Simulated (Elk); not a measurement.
Band structure of HfAu (P4/nmm, 4 atoms in the cell).

```
CELL_PARAMETERS angstrom
      3.48386     0.00000     0.00000
      0.00000     3.48386     0.00000
      0.00000     0.00000     6.32052
ATOMIC_POSITIONS crystal
  Hf 0.00000 0.50000 0.85158
  Hf 0.50000 0.00000 0.14842
  Au 0.00000 0.50000 0.37143
  Au 0.50000 0.00000 0.62857
```

Method: PBEsol, all-electron FP-LAPW, Elk's shipped species files, APW+lo basis with extra local orbitals run with Elk.

Settings: xctype = 22; rgkmax = 7.5; stype = 0; swidth = 0.00367493 Ha; ngridk = 8 8 4; gmaxvr = 14 1/bohr; nxlo = 2; lorbcnd = true; rmtscf = 0.9; lmaxi = 2; maxscl = 100.

The starting cell comes from a database of computed structures (which also holds hypothetical and non-ambient phases and stackings), without a prior relaxation at this level. Spin-orbit coupling is off. Values depend on the basis (sphere radii, cutoffs, local orbitals), which need not be converged.

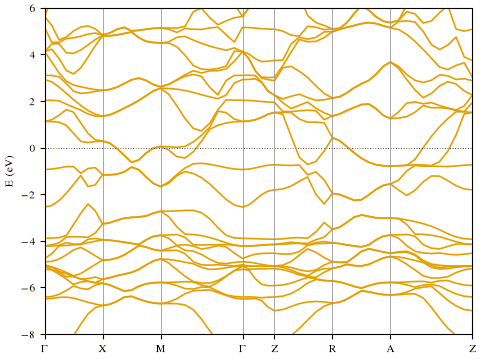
*Bands along the path, energies from the Fermi level.*

Levels in eV from the Fermi level, bands 53 to 60:
```
point     53     54     55     56     57     58    59    60
-----  -----  -----  -----  -----  -----  -----  ----  ----
Γ      -4.23  -3.89  -2.55  -0.94   1.12   1.12  2.03  2.92
X      -3.27  -3.27  -1.17  -1.17   0.28   0.28  1.35  1.35
M      -2.73  -2.73  -1.67  -1.67   0.05   0.05  2.54  2.54
Z      -4.16  -3.93  -1.82  -0.74   1.51   1.51  1.94  2.26
R      -3.51  -3.51  -1.97  -1.97   0.43   0.43  1.35  1.35
A      -3.02  -3.02  -1.56  -1.56  -0.79  -0.79  1.25  1.25
```

Bands cross the Fermi level along this path, so the cell is metallic at this level.
